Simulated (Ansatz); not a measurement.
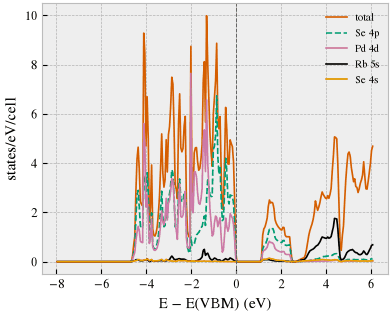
Figure: Total and projected density of states of Rb2PdSe2 in space group Immm (No. 71; Rb on 4j, Pd on 2a, Se on 4h), plane-wave PAW r²SCAN (Ansatz code)

Q: Which orbitals carry the states next to the gap?

A: Top 1 eV of the valence band: Se 4p 66 %, Pd 4d 29 %. Bottom 1 eV of the conduction band: Se 4p 55 %, Pd 4d 32 %, outside the projected shells 5 %. Projections are on Löwdin-orthogonalised atomic valence shells; empty p or d shells of many metals are not among them.

Q: Where is the tallest occupied peak in this window, and what makes it?

A: Near -1.3 eV, about 10.0 states/eV per cell; the largest projected share is Pd 4d.

The workflow started from a Materials Project entry (that database holds measured and hypothetical structures alike); the Crystallography Open Database copy checked does not list it. Its standing as an ambient phase is unchecked. The r²SCAN relaxation kept the symmetry of its start; its stability against distortions is not shown here. No spin polarisation was allowed. Scalar-relativistic: spin–orbit coupling is off unless named, which matters more the heavier the elements.

Potentials: the later of the program's two PAW sets.
